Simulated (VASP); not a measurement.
Band structure of GaP (zinc blende). These are r2SCAN meta-GGA with spin-orbit coupling, VASP's PBE PAW potentials (set 64) (plane waves; VASP) values and carry that method's errors.

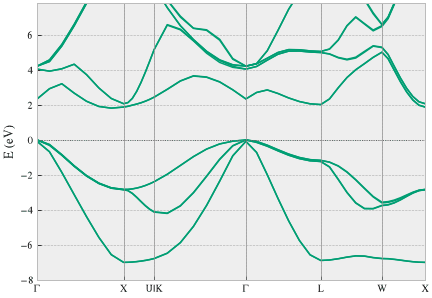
Bands along high-symmetry lines, zero at the valence-band maximum or, without a gap, the Fermi level

Read the plot: is there a gap, and where are the band edges?

The gap is indirect, 1.82 eV, from the valence maximum at Γ to the conduction minimum at Γ-X at 0.86.

Measured: gap 2.43 eV (computed value off by -0.61 eV), as given by Wei Chen et al., Physical Review Materials (2018), doi:10.1103/physrevmaterials.2.073803 [zero-point renormalisation of 0.08 eV added back (the table's ZPR column)].

The compound is GaP in the zinc blende structure. It was relaxed first.
